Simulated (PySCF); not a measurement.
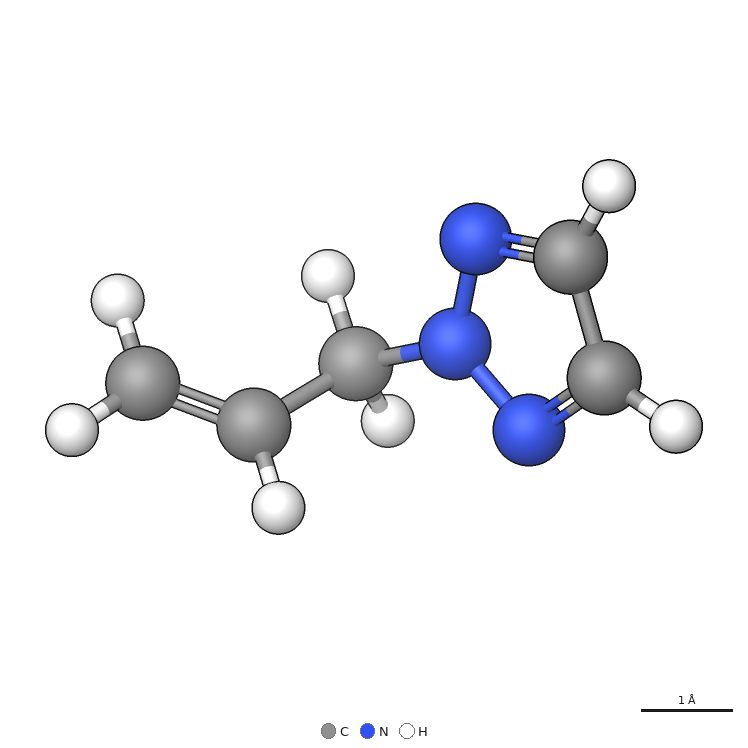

Ball-and-stick drawing of a structure. Multiple sticks mark multiple bonds (one Kekulé form).

The computed structure is the end point of a GFN2-xTB optimisation. No frequency run is at hand to confirm it as a minimum.

**Which formula does it have?**

C5H7N3, 15 atoms: 5 carbon, 7 hydrogen and 3 nitrogen.

**Give the symmetry (Schoenflies symbol).**

C1.

More results for the same structure follow; atom numbers are the same in all pictures, views and colours differ.

## Geometry

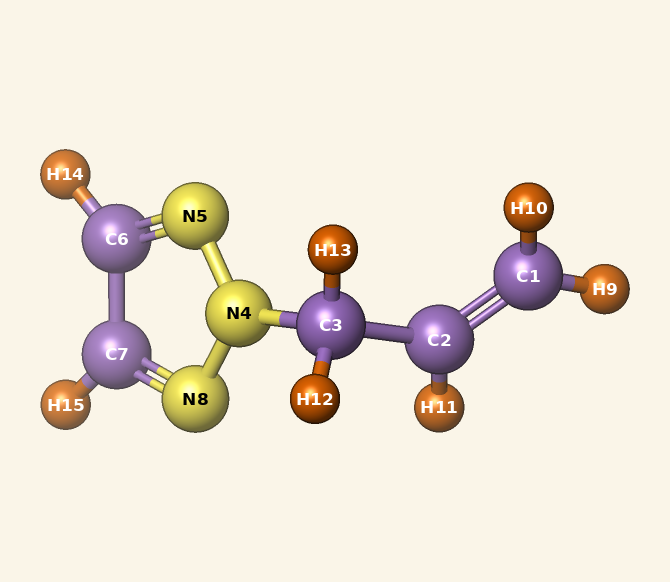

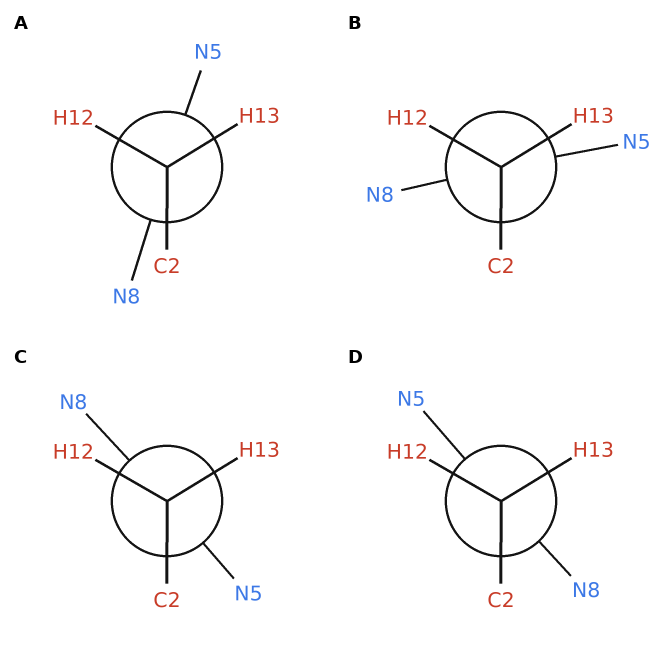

Depth is shown by fading: the farther an atom, the more it takes the colour of the background. Bonds that would overlap in a projection are set slightly apart. No frequency run is at hand to confirm it as a minimum.

**Which Newman projection shows the view along C3–N4, with C3 in front?**

B. The torsion angle C2–C3–N4–N5 is −101°, anticlinal.

## Electronic properties

No frequency run is at hand to confirm it as a minimum. Level of theory: B3LYP/pcJ-1, gas phase (PySCF 2.14.0).

Computed properties:

- dipole moment: 0.44 D
- HOMO energy (Kohn–Sham orbital): −7.38 eV
- LUMO energy (Kohn–Sham orbital): −0.44 eV
- HOMO–LUMO gap: 6.94 eV

## Quadrupole coupling

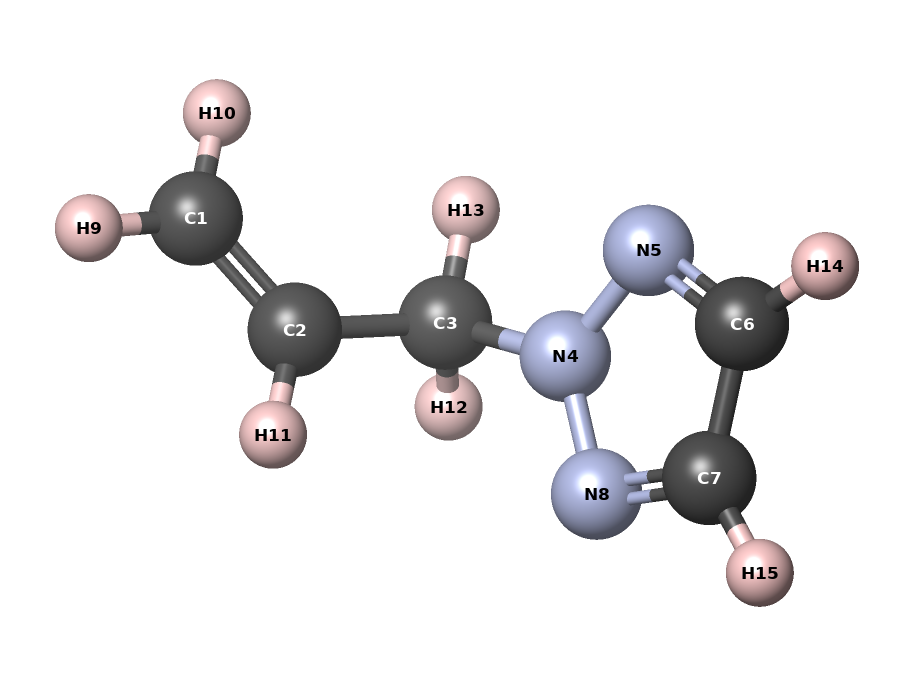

No frequency run is at hand to confirm it as a minimum. Electric field gradients from the ground-state density, B3LYP/pcJ-1 (PySCF 2.14.0), non-relativistic apart from any core potentials.

Give the largest field-gradient component, the quadrupole coupling constant and the asymmetry for 14N at N4 (Q = 20.44 mb), 14N at N5 (Q = 20.44 mb), 14N at N8 (Q = 20.44 mb), 2H at H9 (Q = 2.86 mb), 2H at H10 (Q = 2.86 mb), 2H at H11 (Q = 2.86 mb), 2H at H12 (Q = 2.86 mb).

```json
{"atom": "N4", "V_zz (a.u.)": "−0.731", "e²qQ/h (MHz)": "−3.51", "η": "0.48"}
{"atom": "N5", "V_zz (a.u.)": "−1.076", "e²qQ/h (MHz)": "−5.17", "η": "0.36"}
{"atom": "N8", "V_zz (a.u.)": "−1.060", "e²qQ/h (MHz)": "−5.09", "η": "0.39"}
{"atom": "H9", "V_zz (a.u.)": "0.326", "e²qQ/h (MHz)": "0.219", "η": "0.05"}
{"atom": "H10", "V_zz (a.u.)": "0.323", "e²qQ/h (MHz)": "0.217", "η": "0.06"}
{"atom": "H11", "V_zz (a.u.)": "0.310", "e²qQ/h (MHz)": "0.208", "η": "0.07"}
{"atom": "H12", "V_zz (a.u.)": "0.279", "e²qQ/h (MHz)": "0.188", "η": "0.06"}
```

## Spin–spin coupling

No frequency run is at hand to confirm it as a minimum. Properties computed with B3LYP/pcJ-1 indirect spin-spin coupling, non-relativistic, gas phase (PySCF 2.14.0). Isotopes: 13C, 1H, 15N.

Give the spin–spin coupling constants of these pairs, with the number of bonds between them: C7/N8, N4/C7, N4/H13, N5/H14, C6/N8, N4/H11, N5/H13, N5/H12, N8/H14, N8/H13, N8/H12.

```
   pair  bonds apart  J (Hz)
 C7, N8            1    −0.8
 N4, C7            2    −2.8
N4, H13            2     1.1
N5, H14            2   −14.0
 C6, N8            2     1.6
N4, H11            3    −1.2
N5, H13            3    −1.8
N5, H12            3    −3.0
N8, H14            3    −0.5
N8, H13            3    −3.9
N8, H12            3    −1.1
```
